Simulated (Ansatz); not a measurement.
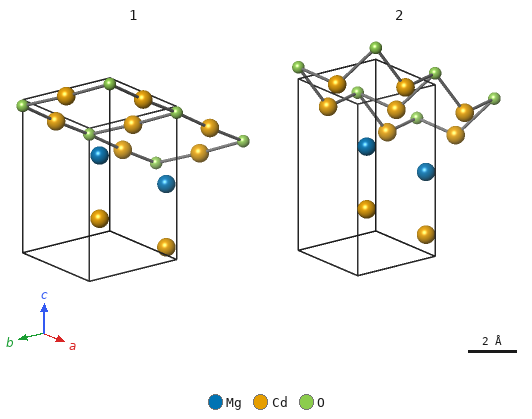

Two geometries of solid MgCd$_{3}$O (a generated structure, set up in P4mm), drawn at one scale. One is the start of a relaxation, the other its converged end. The picture is a ball-and-stick view of the cell of the calculation, repeated 2 × 1 × 1 with one cell outlined, seen from a free direction.

Theory: Ansatz, DFT PBE, scalar-relativistic, plane waves, PAW. Set-up: plane-wave cutoff 420 eV; k-point mesh 8 × 8 × 6; occupations gaussian; smearing width 0.1 eV; no spin polarisation; cell and atoms relaxed; force threshold 0.01 eV/Å; at most 80 steps.

> Which one is relaxed?

Structure 2 is the relaxed one. After 10 accepted moves (13 points after the start) the energy has fallen by 94.9 meV per atom. The largest force component goes from 0.055 to 0.0022 eV/Å. The pressure goes from 0.19 to 0.00 GPa. The line search rejected the trial step at point 8 of the run. The SCF was repeated twice at an unchanged geometry on a basis and grid sized afresh for the cell, which shifted the energy by 1.5 meV per atom at most. The O atom moves most relative to the cell: 0.82 Å along +c. Largest moves by element: O 0.82 Å, Cd 0.32 Å, Mg 0.27 Å. Cell: a = b 4.616 → 4.101 Å (−11.2 %), c 6.808 → 7.634 Å (+12.1 %). Volume −11.5 %. Near-neighbour distances that change, for instance: Cd–O 2.308 → 2.374 Å, Cd–Mg 2.814 → 2.791 Å. Among the angles between lasting bonds that change: Cd–O–Cd 177.5° → 119.5°, O–Cd–O 177.5° → 119.5°, Cd–O–Cd 90.0° → 75.3°. The space group stays P4mm (No. 99).

Limits of the set-up: layers or molecules are held without a dispersion correction, so their spacing is unreliable.
